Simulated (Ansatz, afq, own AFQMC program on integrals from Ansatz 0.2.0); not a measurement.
# AlC (quartet): AFQMC on the coupled-cluster ladder at distance Al1–C2 = 4.232 Å, cc-pVDZ, part 2 of 2

Ansatz 0.2.0, Gaussian basis, and an in-house AFQMC program (afq) on its integrals; all values are calculated; cc-pVDZ, frozen cores. The steps go on from the part before.

**13. CCSDTQ on UHF**

in.yaml reads:

```yaml
crystal:
  periodic: [false, false, false]
  atoms:
    - {symbol: Al, position_ang: [0.000000, 0.000000, 0.000000]}
    - {symbol: C, position_ang: [0.000000, 0.000000, 4.232000]}
basis:
  gaussian: {orbitals: cc-pVDZ}
magnetization: {spin_polarized: true, initial_magnetization: 3}
correlation: {method: ccsdtq, electrons: outside_noble_gas}
```

Started as:

```console
$ ansatz run in.yaml --threads 1 --pin off --events-out ev --progress --plain --max-ram 16896MiB --backend cuda --devices 0, --max-vram 18GiB
```

Output (excerpt; [...] marks lines left out):

```text
Functional definition: HF
  name "HF"
  cite "Fock, Z. Phys. 61, 126 (1930) doi:10.1007/BF01340294"
  parent pbe
[...]
550 factors; integrals over basis functions are off by at most 2.2e-7 eV
[...]
mean field -7607.28533554 eV, -279.5625796780 hartree, gradient 5.1e-7 eV, S^2 3.771179; 37 other end points of the search recorded, 0 dependent functions left out
determinant -7607.28533554 eV, -279.5625796780 hartree, with singles and doubles -7610.58555615 eV, -279.6838605483 hartree
determinant -7607.23950723 eV, -279.5608955184 hartree, with singles and doubles -7610.51817313 eV, -279.6813842680 hartree
determinant -7607.22430685 eV, -279.5603369150 hartree, with singles and doubles -7610.50063738 eV, -279.6807398412 hartree
determinant -7607.19967160 eV, -279.5594315861 hartree, with singles and doubles -7610.47709905 eV, -279.6798748233 hartree
[...]
determinant -7607.23950723 eV, -279.5608955184 hartree, with singles and doubles -7610.51754476 eV, -279.6813611758 hartree
determinant -7607.22430685 eV, -279.5603369150 hartree, with singles and doubles -7610.50046972 eV, -279.6807336798 hartree
determinant -7607.19967160 eV, -279.5594315861 hartree, with singles and doubles -7610.47668679 eV, -279.6798596732 hartree
determinant -7607.13140111 eV, -279.5569226920 hartree, with singles and doubles -7610.41656376 eV, -279.6776501924 hartree
6 core orbitals not correlated: weight in the atoms' cores, before any rotation towards them, 1.000 or more for the frozen orbitals, at most 0.000 for the correlated occupied ones
reference -7607.28533554 eV, -279.5625796780 hartree; 5, 2 occupied and 21, 24 virtual orbitals, 550 factors
second order -2.27750789 eV of doubles, -0.00000000 eV of singles
cycle   1  -2.93206555 eV  change   -6.5e-1 eV  update   8.1e-2
[...]
cycle  14  -3.40719234 eV  change   -3.1e-8 eV  update   2.8e-7
Total energy: -7610.69252788 eV, -279.6877916869 hartree
```

Wall time 31 s (1 × NVIDIA H100 80GB HBM3 with 1 thread of AMD EPYC 7R13 (Zen 3), shared host); peak host memory 1.5 GiB.

From the report: ⟨S²⟩ of the determinant 3.771 (pure quartet: 3.75); correlation -3.4072 eV; T1 0.048; largest double amplitude 0.39.

**14. Phaseless AFQMC, CISD trial on UHF**

It reads the integrals that the CCSD(T) run on this determinant wrote.

Started as:

```console
$ afq ham --method phaseless --trial cisd --walkers 4000 --populations 20 --least-time 60 --time-step 0.005 --steps-per-block 50 --equilibration-blocks 40 --max-blocks 4000 --target-error 0.00032 --factor-cut 1e-05 --start spin_pure --seed 6122 --release-times 0.24,0.51,0.99,1.62,2.4 --release-step 0.03 --release-every 3 --taylor-order 6
```

Output:

```text
orbitals 26  electrons 5 2  factors 150 of 315
reference energy -279.56257698 Eh
CCSD correlation -0.12126650 Eh in 17 cycles, weight of the determinant in the CISD state 0.8896
energy of the start -279.683592 Eh
 block  time / (1/Eh)  mean weight  energy / Eh
     1     0.250  1.0000  -279.682746
     2     0.500  0.9999  -279.682824
     3     0.750  0.9998  -279.683120
     4     1.000  0.9998  -279.683595
     5     1.250  1.0000  -279.683934
     6     1.500  0.9999  -279.684422
     7     1.750  0.9999  -279.684773
     8     2.000  0.9999  -279.684981
     9     2.250  1.0000  -279.685209
    10     2.500  0.9998  -279.685368
    11     2.750  0.9998  -279.685518
    13     3.250  0.9998  -279.685591
    15     3.750  0.9998  -279.685855
    17     4.250  1.0001  -279.686062
    19     4.750  1.0000  -279.685832
    21     5.250  1.0000  -279.686016
    23     5.750  0.9998  -279.685836
    25     6.250  1.0001  -279.686013
    27     6.750  1.0001  -279.685972
    29     7.250  1.0000  -279.686455
    31     7.750  1.0000  -279.686618
    33     8.250  1.0000  -279.686099
    35     8.750  1.0001  -279.686008
    37     9.250  1.0000  -279.685861
    39     9.750  0.9999  -279.685471
    41    10.250  0.9998  -279.685806
    43    10.750  1.0001  -279.686182
    45    11.250  0.9999  -279.685663
    47    11.750  1.0000  -279.685940
    49    12.250  0.9998  -279.686225
    51    12.750  1.0005  -279.686427
    53    13.250  1.0000  -279.686734
    55    13.750  1.0001  -279.686401
    57    14.250  0.9997  -279.686061
    59    14.750  0.9998  -279.686036
    61    15.250  1.0001  -279.685655
    63    15.750  1.0002  -279.684311
    65    16.250  1.0003  -279.685687
    67    16.750  0.9999  -279.685628
    69    17.250  1.0000  -279.685939
    71    17.750  1.0000  -279.686122
    73    18.250  1.0001  -279.686020
    75    18.750  1.0002  -279.685843
    77    19.250  1.0002  -279.685707
    79    19.750  1.0001  -279.686254
    81    20.250  1.0002  -279.685757
    83    20.750  1.0001  -279.685578
    85    21.250  1.0001  -279.686220
    87    21.750  0.9998  -279.685979
    89    22.250  0.9998  -279.686033
error from the spread of 20 populations
released: time / (1/Eh)  energy / Eh  error  mean overlap
  0.24  -279.686037  0.000113  0.9998
  0.51  -279.686177  0.000065  0.9995
  0.99  -279.686369  0.000058  0.9976
  1.62  -279.686473  0.000092  0.9998
  2.40  -279.699727  0.013203  0.9981
energy -279.685940 +/- 0.000081 Eh
```

Run time: 34 s. Hardware: 1 × NVIDIA H100 80GB HBM3 with 2 threads of AMD EPYC 7R13 (Zen 3), shared host; peak host memory 1.5 GiB.

Energy -7610.6422 ± 0.0022 eV. Caveats: constraint bias not in the error.

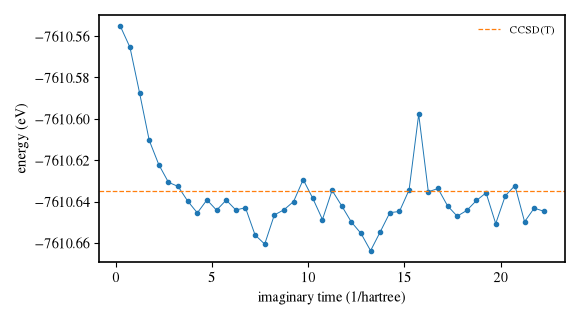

Block energies along the walk.

**15. Phaseless AFQMC, single-determinant trial on UHF**

It reads the integrals that the CCSD(T) run on this determinant wrote.

Started as:

```console
$ afq ham --method phaseless --trial hf --walkers 4000 --populations 20 --least-time 40 --time-step 0.005 --steps-per-block 20 --equilibration-blocks 160 --max-blocks 4000 --target-error 0.0016 --factor-cut 1e-05 --start spin_pure --seed 6653 --taylor-order 6
```

Output:

```text
orbitals 26  electrons 5 2  factors 150 of 315
reference energy -279.56257698 Eh
CCSD correlation -0.12126650 Eh in 17 cycles, weight of the determinant in the CISD state 0.8896
energy of the start -279.562788 Eh
 block  time / (1/Eh)  mean weight  energy / Eh
     1     0.100  1.0002  -279.579012
     2     0.200  1.0008  -279.592274
     3     0.300  1.0006  -279.603283
     4     0.400  1.0005  -279.612651
     5     0.500  1.0004  -279.620896
     6     0.600  1.0006  -279.628003
     7     0.700  1.0005  -279.634331
     8     0.800  1.0004  -279.639592
     9     0.900  1.0003  -279.643912
    10     1.000  1.0002  -279.647926
    13     1.300  1.0002  -279.657413
    19     1.900  1.0000  -279.666075
    25     2.500  1.0000  -279.674228
    31     3.100  0.9998  -279.678379
    37     3.700  1.0001  -279.682995
    43     4.300  0.9999  -279.682892
    49     4.900  1.0000  -279.683091
    55     5.500  1.0001  -279.685102
    61     6.100  1.0002  -279.684451
    67     6.700  0.9999  -279.686692
    73     7.300  1.0000  -279.681877
    79     7.900  1.0002  -279.682959
    85     8.500  1.0001  -279.681929
    91     9.100  0.9998  -279.684134
    97     9.700  1.0001  -279.685861
   103    10.300  1.0001  -279.683934
   109    10.900  1.0001  -279.684241
   115    11.500  0.9999  -279.682057
   121    12.100  0.9998  -279.683209
   127    12.700  1.0003  -279.682426
   133    13.300  1.0001  -279.684834
   139    13.900  1.0000  -279.681116
   145    14.500  1.0001  -279.681113
   151    15.100  1.0002  -279.678389
   157    15.700  1.0000  -279.679213
   163    16.300  0.9998  -279.678754
   169    16.900  1.0001  -279.677668
   175    17.500  1.0002  -279.680676
   181    18.100  1.0001  -279.680772
   187    18.700  1.0004  -279.679951
   193    19.300  1.0002  -279.679504
   199    19.900  0.9997  -279.681948
   205    20.500  1.0001  -279.683785
   211    21.100  1.0001  -279.684208
   217    21.700  1.0000  -279.681122
   223    22.300  1.0000  -279.681010
   229    22.900  1.0001  -279.679361
   235    23.500  0.9999  -279.682268
error from the spread of 20 populations
energy -279.681297 +/- 0.000875 Eh
```

Run time: 18 s. Hardware: 1 × NVIDIA H100 80GB HBM3 with 2 threads of AMD EPYC 7R13 (Zen 3), shared host; peak host memory 1.5 GiB.

Energy -7610.5158 ± 0.0238 eV. Caveats: constraint bias not in the error.

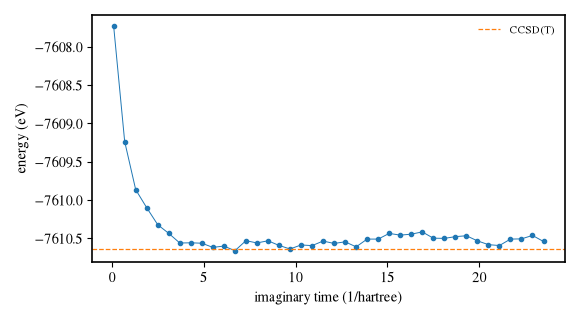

Block energies along the walk.

**16. Phaseless AFQMC, CISD trial on UHF (settings varied)**

It reads the integrals that the CCSD(T) run on this determinant wrote.

Started as:

```console
$ afq ham --method phaseless --trial cisd --walkers 20 --populations 1 --least-time 40 --time-step 0.01 --steps-per-block 10 --equilibration-blocks 30 --max-blocks 200 --target-error 0.00128 --factor-cut 1e-05 --start determinant --seed 8234 --release-times 0.3,0.6,0.9,1.2 --release-step 0.02 --release-every 10 --taylor-order 6
```

Output:

```text
orbitals 26  electrons 5 2  factors 150 of 315
reference energy -279.56257698 Eh
CCSD correlation -0.12126650 Eh in 17 cycles, weight of the determinant in the CISD state 0.8896
energy of the start -279.683851 Eh
 block  time / (1/Eh)  mean weight  energy / Eh
     1     0.100  1.0019  -279.683232
     2     0.200  1.0016  -279.682945
     3     0.300  1.0036  -279.682888
     4     0.400  0.9964  -279.682827
     5     0.500  1.0013  -279.682703
     6     0.600  0.9971  -279.682800
     7     0.700  0.9983  -279.683199
     8     0.800  1.0053  -279.682813
     9     0.900  1.0010  -279.682930
    10     1.000  1.0034  -279.683103
    11     1.100  0.9999  -279.683292
    16     1.600  1.0005  -279.685616
    21     2.100  1.0032  -279.687822
    26     2.600  1.0002  -279.693911
    31     3.100  0.9964  -279.692301
    36     3.600  1.0005  -279.684396
    41     4.100  0.9995  -279.683889
    46     4.600  0.9985  -279.684113
    51     5.100  0.9989  -279.686937
    56     5.600  0.9961  -279.684474
    61     6.100  1.0053  -279.686240
    66     6.600  1.0001  -279.685797
    71     7.100  0.9950  -279.688383
    76     7.600  0.9991  -279.683274
    81     8.100  0.9968  -279.683648
    86     8.600  0.9978  -279.685156
    91     9.100  1.0039  -279.685328
    96     9.600  0.9958  -279.684454
   101    10.100  0.9962  -279.682586
   106    10.600  1.0022  -279.688709
   111    11.100  0.9987  -279.682919
   116    11.600  0.9922  -279.687025
   121    12.100  1.0026  -279.683636
   126    12.600  1.0036  -279.684491
   131    13.100  0.9970  -279.686267
   136    13.600  1.0032  -279.690667
   141    14.100  0.9995  -279.681938
   146    14.600  1.0036  -279.685876
   151    15.100  0.9999  -279.686795
   156    15.600  1.0038  -279.686337
   161    16.100  1.0044  -279.687161
   166    16.600  0.9998  -279.688143
   171    17.100  0.9955  -279.686305
   176    17.600  1.0064  -279.685953
   181    18.100  0.9992  -279.683663
   186    18.600  0.9999  -279.683251
   191    19.100  0.9953  -279.682402
   196    19.600  0.9989  -279.682783
   201    20.100  1.0001  -279.683028
   206    20.600  1.0006  -279.683028
   211    21.100  1.0024  -279.683065
   216    21.600  0.9974  -279.688541
   221    22.100  1.0038  -279.685117
   226    22.600  0.9960  -279.687262
blocks merged  error / Eh  count
     1  0.000188  200
     2  0.000240  100
     4  0.000277  50
     8  0.000329  25
    16  0.000351  12
released: time / (1/Eh)  energy / Eh  error  mean overlap
  0.30  -279.685655  0.000516  1.0023
  0.60  -279.685790  0.000533  1.0149
  0.90  -279.685831  0.000610  1.0297
  1.20  -279.686984  0.000587  0.9803
energy -279.685469 +/- 0.000329 Eh
```

Run time: 11 s. Hardware: 1 × NVIDIA H100 80GB HBM3 with 2 threads of AMD EPYC 7R13 (Zen 3), shared host; peak host memory 1.5 GiB.

Energy -7610.6293 ± 0.0090 eV. The run doesn't count as converged. Caveats: constraint bias not in the error; error not settled.

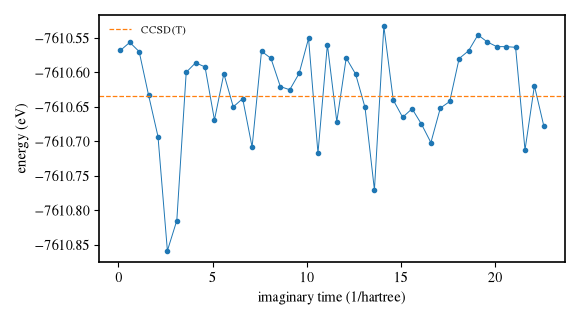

Block energies along the walk.

**17. Phaseless AFQMC, CID trial on UHF (settings varied)**

It reads the integrals that the CCSD(T) run on this determinant wrote.

Started as:

```console
$ afq ham --method phaseless --trial cid --walkers 40 --populations 1 --least-time 40 --time-step 0.02 --steps-per-block 25 --equilibration-blocks 20 --max-blocks 120 --target-error 0.00128 --factor-cut 1e-05 --start spin_pure --seed 3205 --taylor-order 6
```

Output:

```text
orbitals 26  electrons 5 2  factors 150 of 315
reference energy -279.56257698 Eh
CCSD correlation -0.12126650 Eh in 17 cycles, weight of the determinant in the CISD state 0.8896
energy of the start -279.685621 Eh
 block  time / (1/Eh)  mean weight  energy / Eh
     1     0.500  1.0010  -279.683426
     2     1.000  1.0062  -279.684371
     3     1.500  0.9962  -279.683994
     4     2.000  0.9989  -279.684359
     5     2.500  1.0057  -279.684054
     6     3.000  1.0027  -279.683985
     7     3.500  1.0001  -279.683489
     8     4.000  1.0030  -279.683407
     9     4.500  1.0010  -279.685527
    10     5.000  0.9996  -279.684644
    11     5.500  1.0002  -279.684293
    13     6.500  1.0001  -279.685632
    15     7.500  0.9963  -279.686479
    17     8.500  0.9940  -279.687612
    19     9.500  1.0014  -279.682919
    21    10.500  1.0035  -279.684463
    23    11.500  0.9982  -279.686179
    25    12.500  0.9953  -279.689765
    27    13.500  1.0043  -279.687742
    29    14.500  1.0035  -279.687514
    31    15.500  0.9992  -279.688712
    33    16.500  1.0020  -279.691822
    35    17.500  1.0013  -279.690270
    37    18.500  1.0000  -279.688097
    39    19.500  1.0001  -279.689806
    41    20.500  0.9974  -279.690108
    43    21.500  1.0013  -279.693634
    45    22.500  1.0048  -279.689974
    47    23.500  0.9883  -279.686961
    49    24.500  1.0005  -279.687369
    51    25.500  1.0051  -279.690435
    53    26.500  1.0031  -279.690644
    55    27.500  0.9700  -279.689372
    57    28.500  0.9941  -279.691553
    59    29.500  1.0042  -279.687557
    61    30.500  1.0092  -279.691327
    63    31.500  0.9982  -279.690566
    65    32.500  1.0005  -279.694996
    67    33.500  1.0071  -279.689999
    69    34.500  0.9975  -279.692841
    71    35.500  0.9943  -279.687694
    73    36.500  0.9844  -279.690482
    75    37.500  0.9982  -279.689009
    77    38.500  0.9970  -279.685162
    79    39.500  1.0073  -279.685840
    81    40.500  0.9978  -279.688807
    83    41.500  1.0038  -279.684588
    85    42.500  0.9925  -279.690337
    87    43.500  1.0049  -279.687767
    89    44.500  1.0036  -279.692561
    91    45.500  1.0052  -279.692824
    93    46.500  1.0040  -279.689938
    95    47.500  1.0012  -279.687483
    97    48.500  1.0084  -279.685612
    99    49.500  1.0041  -279.685458
blocks merged  error / Eh  count
     1  0.000308  80
     2  0.000386  40
     4  0.000474  20
     8  0.000497  10
energy -279.689040 +/- 0.000474 Eh
```

It took 10 s on 1 × NVIDIA H100 80GB HBM3 with 2 threads of AMD EPYC 7R13 (Zen 3), shared host; peak host memory 1.5 GiB.

Energy -7610.7265 ± 0.0129 eV. Caveats: constraint bias not in the error.

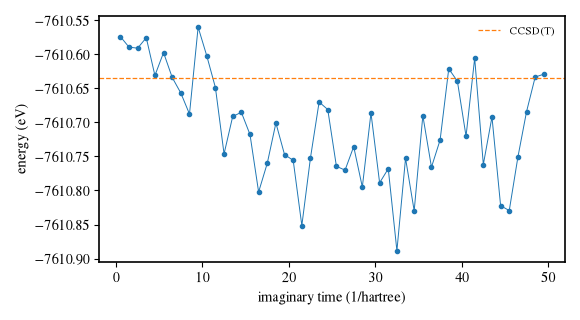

Block energies along the walk.

**18. AFQMC on the ladder**

The full CI on restricted orbitals is not used as the yardstick for these unrestricted rows.

On the UHF determinant, counted from CCSDTQ (a yardstick, not exact):

```tsv
level	energy (eV)	from CCSDTQ (kcal/mol)	statistical error (kcal/mol)	time
HF	-7607.2853	+78.57		
MP2	-7609.5627	+26.05		
CCSD	-7610.5851	+2.48		
CCSD(T)	-7610.6348	+1.33		
CCSDT(Q)	-7610.6786	+0.32		
CCSDTQ	-7610.6925	0.00		
Phaseless AFQMC, CISD trial, step 0.005, 4000 walkers	-7610.6422	+1.16	0.05	34 s
Phaseless AFQMC, single-determinant trial, step 0.005, 4000 walkers	-7610.5158	+4.08	0.55	18 s
Phaseless AFQMC, CID trial, step 0.02, 40 walkers	-7610.7265	-0.78	0.30	10 s
```

The functionals' totals stand on their own zeros and serve differences with other points: PBE -7620.195 eV; r2SCAN -7623.856 eV; PBE0 -7620.801 eV; B3LYP -7625.982 eV; wB97M-V -7624.461 eV; B2PLYP -7621.043 eV.

**19. Summary of results**

The summary covers parts 1 to 2.

| quantity | value |
| --- | --- |
| CCSD(T) on UHF from CCSDTQ | +1.33 kcal/mol |
| Phaseless AFQMC, CISD trial on UHF from CCSDTQ | +1.16 ± 0.05 kcal/mol |
| Phaseless AFQMC, single-determinant trial on UHF from CCSDTQ | +4.08 ± 0.55 kcal/mol |

What this shows: On UHF the phaseless walk with the CISD trial lies +1.16 kcal/mol from CCSDTQ, 23 times its error bar. A single-determinant trial moves the result by +2.91 kcal/mol. Error bars are statistical and leave out the constraint, the time step and what remains of the start.
